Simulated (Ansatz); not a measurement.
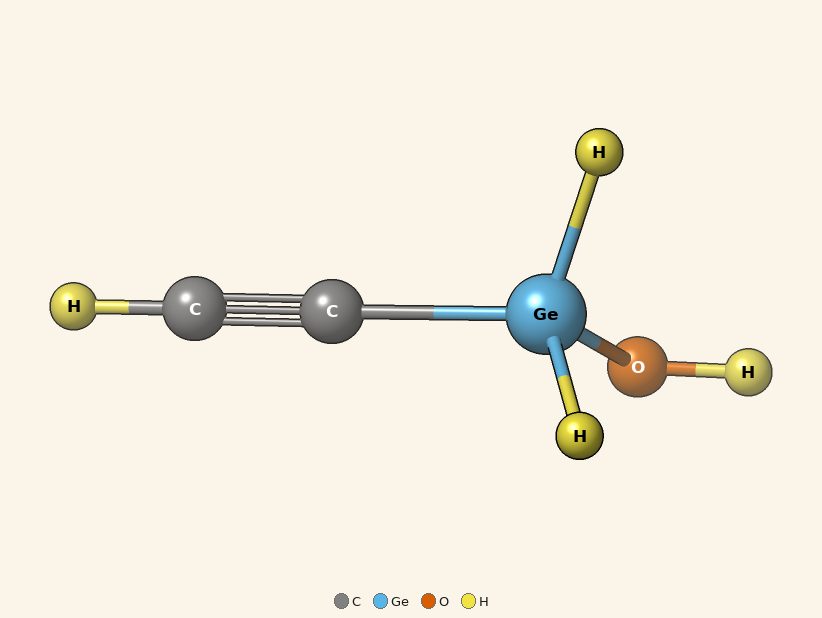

Atoms fade into the background with distance from the viewer. The computed structure is the end point of a PBE0-D4/def2-TZVP optimisation.

**Which symmetry elements does this geometry have?**

It has 1 mirror plane, so the point group is Cs. The group has 2 operations. The geometry is achiral, and symmetry allows a dipole moment.
